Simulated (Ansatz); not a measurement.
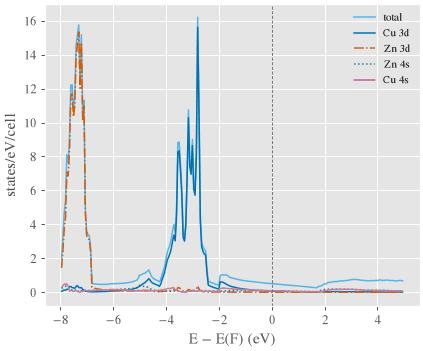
Figure: Total and projected density of states of ZnCu (CsCl type, space group No. 221), PBE in the plane-wave PAW code Ansatz

Problem. Which orbitals carry the states next to the Fermi level?

Solution. Within 0.5 eV of the Fermi level: Cu 4s 18 %, Zn 4s 17 %, Cu 3d 15 %, outside the projected shells 49 %. Projections are on Löwdin-orthogonalised atomic valence shells; empty p or d shells of many metals are not among them.

Problem. Where is the tallest occupied peak in this window, and what makes it?

Solution. Near -2.8 eV, about 16 states/eV per cell; the largest projected share is Cu 3d.

Space group Pm-3m (CsCl type). The PBE relaxation kept the symmetry of its start; phonons on a q-mesh show no instability. No spin polarisation was allowed.

Potentials: the later of the program's two PAW sets.
